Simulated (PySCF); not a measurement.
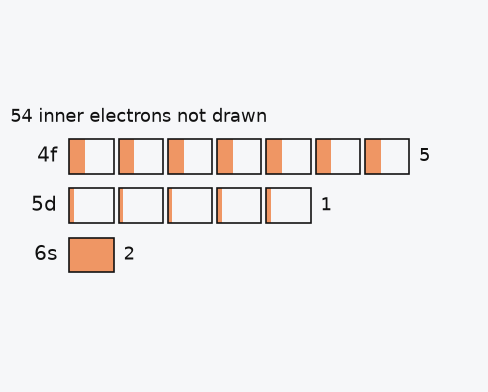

**Figure 1.** The outer shells of the nominal configuration: a box for each of the 2l + 1 orbitals, shaded by the share of the shell that is filled, with the electron count at the right.

# Sm: atomic calculation

System: Sm, configuration 1s2 2s2 2p6 3s2 3p6 3d10 4s2 4p6 4d10 4f5 5s2 5p6 5d1 6s2, multiplicity 7.
Method: unrestricted MN15, cc-pVDZ-X2C, spin-free X2C-1e, Gaussian nucleus (PySCF).

### Input file
```python
from pyscf import gto, scf, dft, mp, cc
import basis_set_exchange as bse
mol = gto.M(atom="Sm 0 0 0", charge=0, spin=6, symmetry="D2h",
            basis=gto.basis.parse(bse.get_basis("cc-pVDZ-X2C", elements=["Sm"], fmt="nwchem")),
            nucmod="G")
mf = dft.UKS(mol, xc="MN15").sfx2c1e()
mf.irrep_nelec = {'Ag': (10, 10), 'B1g': (2, 2), 'B2g': (2, 2), 'B3g': (3, 2), 'Au': (1, 0), 'B1u': (5, 4), 'B2u': (6, 4), 'B3u': (5, 4)}
mf.kernel()
```

The script is an equivalent of what the driver set up; the driver started from orbitals of its own, so the log can be shorter than this script's would be, and it computed the properties (radii, ⟨L²⟩, response) afterwards. It held the occupations shell by shell, which the script's counts by irreducible representation don't always enforce.

### The program's output (extracts)
```
damping factor = 0
level_shift factor = 0
DIIS = <class 'pyscf.scf.diis.CDIIS'>
diis_start_cycle = 1
diis_space = 10
diis_damp = 0
SCF conv_tol = 1e-09
SCF conv_tol_grad = None
number electrons alpha = 34  beta = 28
XC functionals = MN15
    H. S. Yu, X. He, S. L. Li, and D. G. Truhlar.,  Chem. Sci. 7, 5032-5051 (2016)
    H. S. Yu, X. He, S. L. Li, and D. G. Truhlar.,  Chem. Sci. 7, 5032-5051 (2016)
cycle= 1 E= -10433.6185812604  delta_E= -0.0364  |g|= 0.169  |ddm|= 0.885
cycle= 2 E= -10433.6187166763  delta_E= -0.000135  |g|= 0.158  |ddm|= 0.323
cycle= 3 E= -10433.6226302629  delta_E= -0.00391  |g|= 0.0162  |ddm|= 0.148
cycle= 4 E= -10433.6227512146  delta_E= -0.000121  |g|= 0.00399  |ddm|= 0.0456
cycle= 5 E= -10433.6228157351  delta_E= -6.45e-05  |g|= 0.00355  |ddm|= 0.0271
cycle= 6 E= -10433.6228929316  delta_E= -7.72e-05  |g|= 0.00372  |ddm|= 0.0225
cycle= 7 E= -10433.6227930847  delta_E= 9.98e-05  |g|= 0.00285  |ddm|= 0.0317
cycle= 8 E= -10433.6227829645  delta_E= 1.01e-05  |g|= 0.00131  |ddm|= 0.0416
cycle= 9 E= -10433.6227915357  delta_E= -8.57e-06  |g|= 0.000373  |ddm|= 0.0283
cycle= 10 E= -10433.6227922214  delta_E= -6.86e-07  |g|= 0.00022  |ddm|= 0.00593
cycle= 11 E= -10433.6227924482  delta_E= -2.27e-07  |g|= 0.000124  |ddm|= 0.00205
cycle= 12 E= -10433.6227927516  delta_E= -3.03e-07  |g|= 6.23e-05  |ddm|= 0.00371
cycle= 13 E= -10433.6227927778  delta_E= -2.62e-08  |g|= 1.87e-05  |ddm|= 0.000952
cycle= 14 E= -10433.6227927819  delta_E= -4.13e-09  |g|= 4.72e-06  |ddm|= 0.000724
cycle= 15 E= -10433.6227927819  delta_E= -4.37e-11  |g|= 1.75e-06  |ddm|= 6.79e-05
converged SCF energy = -10433.6227927819  <S^2> = 12.019565  2S+1 = 7.0055877
```

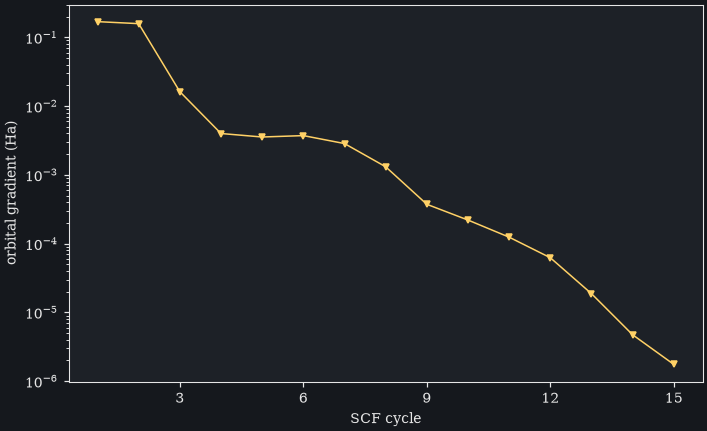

**Figure 2.** Convergence: orbital gradient against the SCF cycle. The residual falls almost steadily, with no more than small rises or pauses. It goes from 0.17 to 1.8×10⁻⁶ in 15 steps.

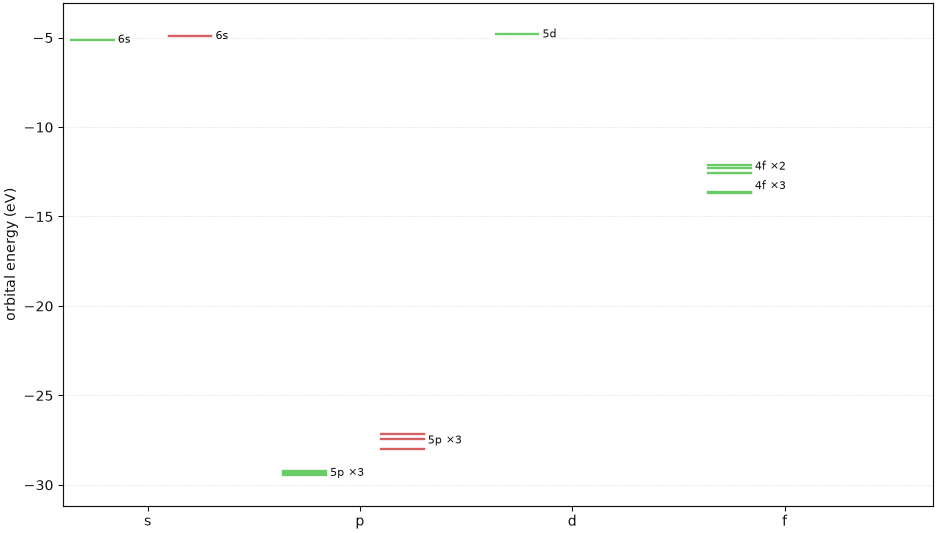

**Figure 3.** Orbital energies of the mean field, from the top down to −29.4 eV, by angular momentum, α spin at the left of each column and β at the right; ×n counts the orbitals under one label. Empty levels that the record names by l alone aren't drawn. The highest filled orbital is 5d α at −4.82 eV, the lowest empty one f α at −5.21 eV.

### Summary

- outcome: converged
- total energy: −10433.6228 hartree
- ⟨S²⟩: 12.020
- ⟨L²⟩: 30.13
- SCF iterations: 15
- hardware: 1 CPU thread, shared host
- CPU time: 14 s (integrals apart)

### Notes

The driver held the occupations shell by shell, and empty f levels lie below the filled 5d. This is not the ground configuration of the species. ⟨L²⟩ departs from that of the intended term, so the determinant mixes terms.
